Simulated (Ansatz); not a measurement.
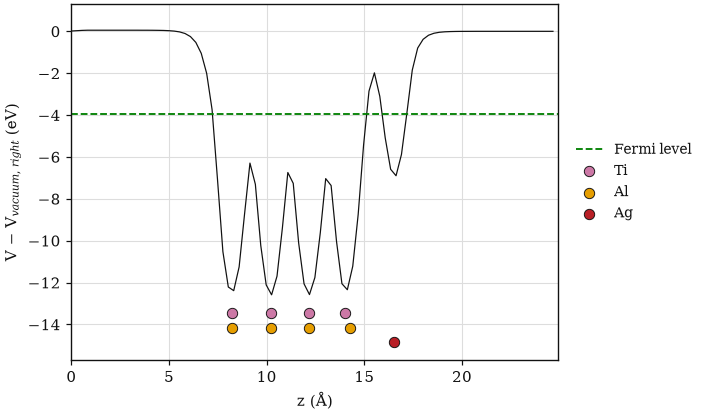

Plane-averaged electrostatic potential energy of an electron across the slab; circles at the bottom mark the heights of the atoms (positions after relaxation).

Structure: a (110) slab cut from TiAl (P4/mmm), of composition Ti4Al4Ag (not the bulk's), ended by TiAl planes, 9 atoms in the cell.

Computed with Ansatz 0.2.0: DFT PBEsol, scalar-relativistic, plane waves, PAW, no spin polarisation, 7×7×1 k mesh, Gaussian smearing of 0.1 eV.

> Read off the work function of each face.

The work function is 3.95 eV, the same on both faces. The two vacuum levels agree, so the slab has no net dipole along its normal.

> How thick are slab and vacuum?

The outermost atoms are 8.3 Å apart, which leaves 16.6 Å of vacuum in a cell 24.9 Å high.
